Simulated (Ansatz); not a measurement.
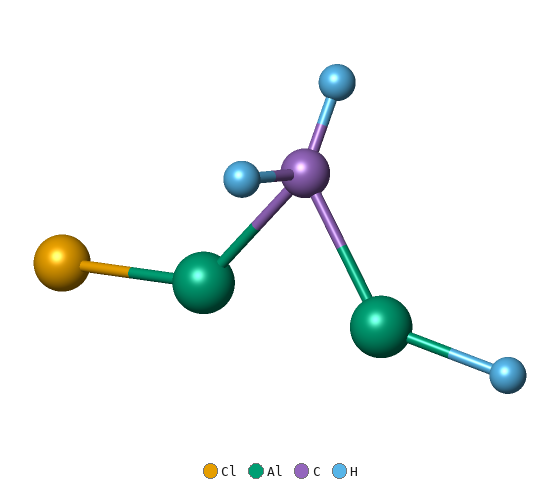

Harmonic vibrations computed with RKS PBE0-D4/def2-TZVP (Ansatz 0.2.0) at a stationary point of the same level.

Is this a minimum or a saddle point?

A minimum: no imaginary frequency, and the lowest mode lies at 75 cm⁻¹.

How many vibrational modes are there, and where do they lie?

15 modes: 75, 129, 260, 307, 429, 464, 557, 588, 608, 746, 828, 1310, 1895, 2824, 3131 cm⁻¹.
